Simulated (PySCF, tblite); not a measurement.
**C₅H₁₁NO₂Si₂: geometry, infrared bands and NMR shifts**

Wanted: the infrared bands and NMR shifts of C₅H₁₁NO₂Si₂ (`CO[Si@H]([SiH2]O)n1cccc1`), by calculation.

Programs: tblite 0.8.0 and PySCF 2.14.0, with density-fitted response routines of our own. Each step states its level of theory. These are calculated values for one molecule in the gas phase, unless marked as measured. Atoms are numbered from 0 throughout.

### Step 1. The molecule as given

21 atoms, charge 0, multiplicity 1; geometry from: force field or distance geometry start.

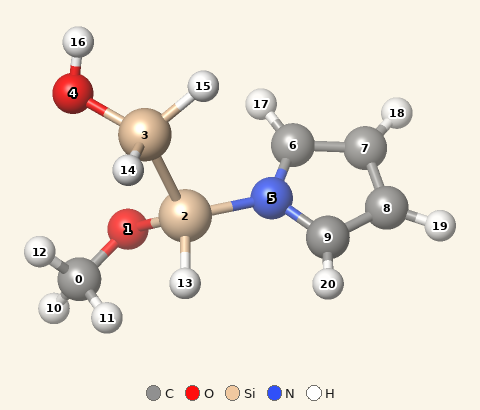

The starting geometry (carbon grey, oxygen red, silicon light orange, nitrogen blue, hydrogen white), atoms numbered.

### Step 2. Geometry optimisation with GFN2-xTB

Job settings and geometry (Å):

```
{"job": {"kind": "relax", "xc": "GFN2-xTB", "basis": "xTB"}, "charge": 0, "multiplicity": 1}
C     -2.586600    -1.224000    -1.184100
O     -1.373500    -0.578700    -1.448000
Si    -0.654700    -0.250900     0.095100
Si    -1.383800     1.685300     0.957700
O     -2.306900     2.564800    -0.151000
N      1.107100    -0.352300     0.058400
C      1.940400     0.373200    -0.692400
C      3.264100     0.018400    -0.440900
C      3.176800    -0.994800     0.521900
C      1.830900    -1.198500     0.819700
H     -2.952600    -1.844100    -2.010900
H     -2.450000    -1.891000    -0.313700
H     -3.342300    -0.433600    -0.879000
H     -1.170300    -1.326000     0.977500
H     -2.190700     1.371900     2.152800
H     -0.194400     2.420500     1.423900
H     -2.030400     3.528400    -0.074800
H      1.684900     1.139600    -1.409800
H      4.144000     0.420400    -0.889500
H      4.027000    -1.500300     0.951700
H      1.451900    -1.911400     1.535300
```

Run with:

```bash
> OMP_NUM_THREADS=1 python probes_run.py task.json out
```

One launch serves the whole session: the jobs run in the order shown.

**Question.** This job is followed by: GFN2-xTB harmonic vibrations, gas phase; GIAO PBE0/pcSseg-1 NMR shielding, non-relativistic, gas phase. What will the session give for the following? strongest single infrared mode (GFN2-xTB); zero-point energy (GFN2-xTB); 13C shifts against TMS (PBE0/pcSseg-1, means over atoms taken as alike); 1H shifts against TMS (PBE0/pcSseg-1, means over atoms taken as alike); 17O shifts against H2O (PBE0/pcSseg-1); 29Si shifts against TMS (PBE0/pcSseg-1); 15N shifts against NH3 (PBE0/pcSseg-1).

As calculated:

```
                                                               quantity                                         value
                              strongest single infrared mode (GFN2-xTB)                          654 cm⁻¹, 566 km/mol
                                           zero-point energy (GFN2-xTB)                                 94.7 kcal/mol
13C shifts against TMS (PBE0/pcSseg-1, means over atoms taken as alike)                        126.4, 117.5, 52.2 ppm
 1H shifts against TMS (PBE0/pcSseg-1, means over atoms taken as alike)  6.62, 6.54, 5.74, 5.72, 5.18, 4.10, 0.48 ppm
                                 17O shifts against H2O (PBE0/pcSseg-1)                                18.2, -6.3 ppm
                                29Si shifts against TMS (PBE0/pcSseg-1)                              -16.9, -31.3 ppm
                                 15N shifts against NH3 (PBE0/pcSseg-1)                                     187.5 ppm
```

**Reading.** The optimisation took 193 steps and gained 1.160 eV; among the close pairs (by a distance rule), O1–Si2 changed most, from 1.734 to 1.625 Å. The lowest mode is imaginary (23i cm⁻¹), so the xTB geometry is not a minimum. The strongest single mode, at 654 cm⁻¹, moves mainly H13. Unscaled tight-binding wavenumbers are off by several per cent, some by more. Its intensities can rank the bands wrongly. At PBE0/pcSseg-1: Shielding is most anisotropic at N5 (span 202 ppm, paramagnetic term -250 ppm). NICS(1)zz of -30 ppm above the planar ring from N5 marks a diatropic (aromatic) ring current.
